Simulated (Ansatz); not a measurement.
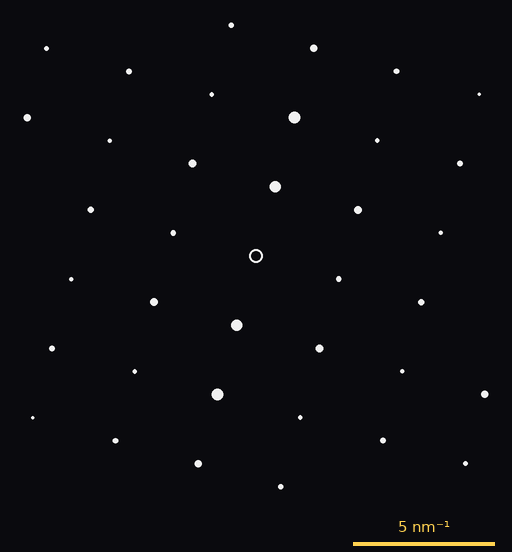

Kinematic zone-axis pattern, calculated for 80 keV electrons with B = 0.8 Å².

It belongs to TaAsO, space group P6/mmm (No. 191), a = 7.842 Å, c = 3.750 Å (hexagonal axes). Structure: the geometry relaxed (final pressure about 20 GPa) with Ansatz, DFT, PAW plane waves, r2scan; the starting structure was generated, so it need not be a known form of this composition.

> Measure the pattern against the scale bar and name the zone.

The spots form a rectangular net whose two shortest vectors correspond to d = 3.92 Å and 3.28 Å, 90.0° apart. They index as -1 2 0 and -1 0 1, so the zone axis is [212] (or an equivalent direction of <212>).

> List the strongest reflections.

Strongest reflections with d > 1.18 Å, one of each family (|F|² from tabulated Gaussian fits of the electron scattering factors, times a small damping for the curvature of the Ewald sphere):

```
    hkl  d (Å)  I (strongest = 100)
 2 -4 0  1.960                  100
 1 -2 0  3.921                   87
2 -2 -1  2.517                   17
 3 -6 0  1.307                   13
 2 0 -2  1.641                    7
4 -4 -2  1.258                    3
```
